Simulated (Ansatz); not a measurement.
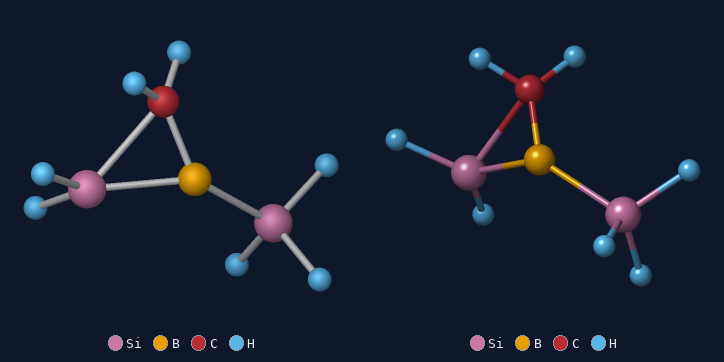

Two views of one molecule.

The computed structure is the end point of a PBE0-D4/def2-TZVP optimisation.

Describe the molecule.

The molecule is CH7BSi2. Its SMILES string is `[SiH3]B1C[SiH2]1`. Independent rings (smallest set): 1 of 3 members. Among its groups: Si–H bond. The point group is C1. Coordination, clear cases only: 1 Si tetrahedral.

The parts below concern this one geometry. Atoms keep their numbers from picture to picture.

**Shape**

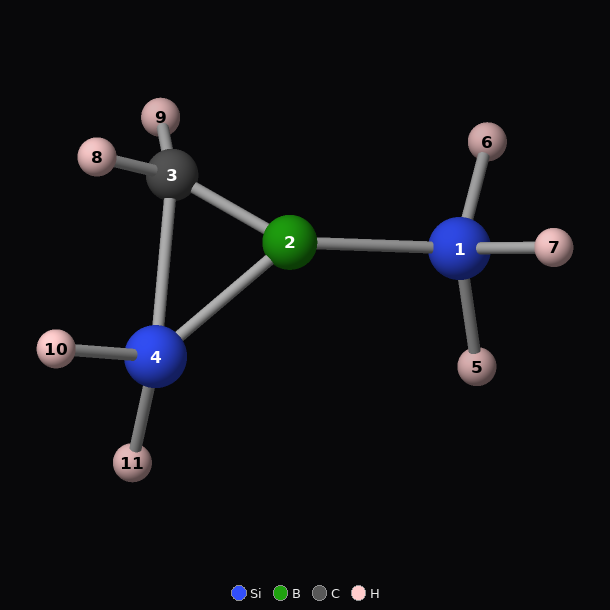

Give the bond lengths.

```
   bond  length (Å)   order
 Si1–B2       1.987  single
 Si1–H5       1.490  single
 Si1–H6       1.491  single
 Si1–H7       1.490  single
  B2–C3       1.486  single
 B2–Si4       1.905  single
 C3–Si4       2.032  single
  C3–H8       1.095  single
  C3–H9       1.089  single
Si4–H10       1.480  single
Si4–H11       1.487  single
```

**Levels of theory compared**

Program: Ansatz 0.2.0.

Compare HOMO energy (eV) at these levels: B97M-V/def2-TZVPP; BHLYP-D4/def2-TZVPP; BLYP-D4/def2-TZVPP; CAM-B3LYP-D4/def2-TZVPP; PBE0-D4/def2-QZVPP; PBE0-D4/def2-SVP; SPW92 (LDA)/def2-TZVPP; r2SCAN0-D4/def2-TZVPP; revPBE-D4/def2-TZVPP.

| level | HOMO energy (eV) |
| --- | --- |
| B97M-V/def2-TZVPP | −6.14 |
| BHLYP-D4/def2-TZVPP | −7.71 |
| BLYP-D4/def2-TZVPP | −5.74 |
| CAM-B3LYP-D4/def2-TZVPP | −8.08 |
| PBE0-D4/def2-QZVPP | −6.88 |
| PBE0-D4/def2-SVP | −6.89 |
| SPW92 (LDA)/def2-TZVPP | −6.01 |
| r2SCAN0-D4/def2-TZVPP | −6.99 |
| revPBE-D4/def2-TZVPP | −5.85 |

**Vibrations**

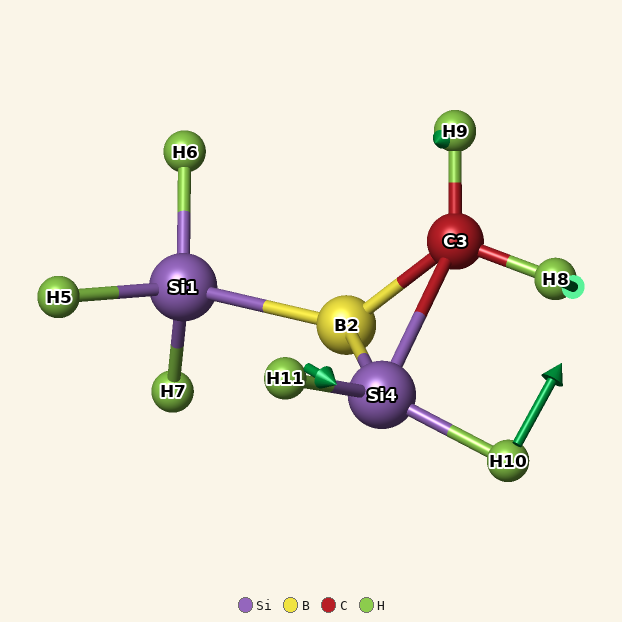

The arrows show one normal mode. Harmonic vibrations computed with RKS PBE0-D4/def2-TZVP (Ansatz 0.2.0) at a stationary point of the same level.

> What kind of motion is it?

Mostly angle bending.

> Estimate its harmonic wavenumber.

675 cm⁻¹; it is mode 11 of 27 counted from the lowest.

**Dipole moment**

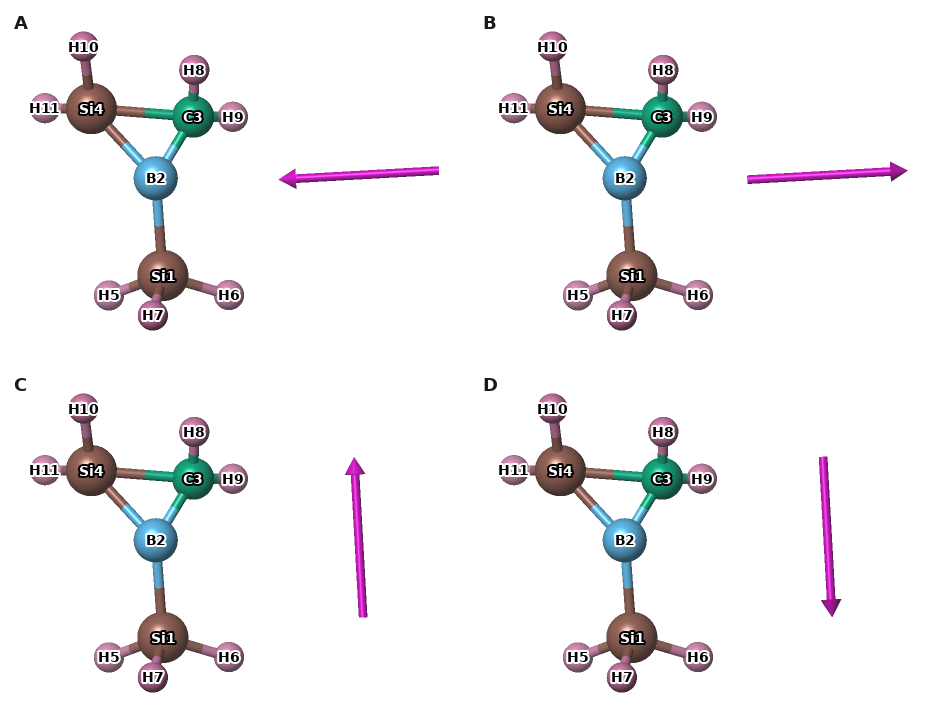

The same molecule four times, each with an arrow. Level of theory: RKS PBE0-D4/def2-TZVP (Ansatz 0.2.0).

> Which arrow points along the dipole moment, from the negative to the positive end?

C. The dipole moment is 1.58 D; it points from the side of H7 to the side of H10 (the outermost atoms at the two ends).
